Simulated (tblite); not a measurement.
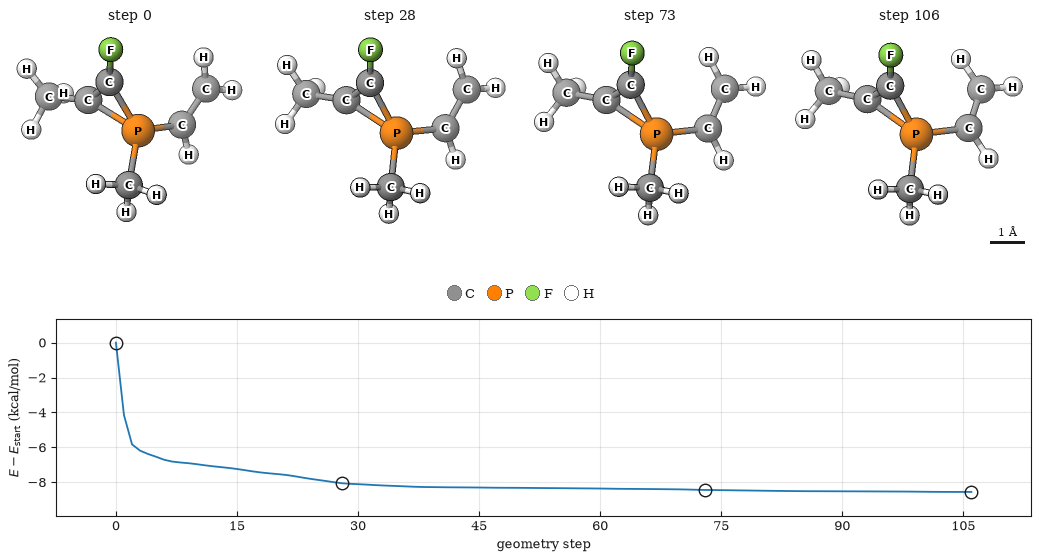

Frames of a relaxation of C6H9FP (charge +1), marked on the history of the run. Style: ball-and-stick. Shown from a free direction.

Level of theory: GFN2-xTB geometry optimisation, gas phase (tblite 0.8.0). 

Describe the path.

Answer. The largest move after the best rigid fit is that of an H atom, 0.98 Å. Largest moves by element: H 0.98 Å, C 0.29 Å, F 0.18 Å, P 0.16 Å. Some distances before and after: C–F 1.372 → 1.302 Å, C–P 1.784 → 1.824 Å, C–C 1.499 → 1.462 Å, C–H 1.124 → 1.090 Å. Bond angles that change, for instance: C–P–C 113.1° → 121.3°, C–C–F 148.8° → 142.9°, C–C–H 117.6° → 123.1°. Groups turn about C–P by about 40°. The energy falls by 8.55 kcal/mol in 106 geometry steps. From step 0 to 28: an H atom moves most (0.33 Å), energy −8.05 kcal/mol. From step 28 to 73: an H atom moves most (0.38 Å), energy −0.38 kcal/mol. From step 73 to 106: an H atom moves most (0.38 Å), energy −0.11 kcal/mol.
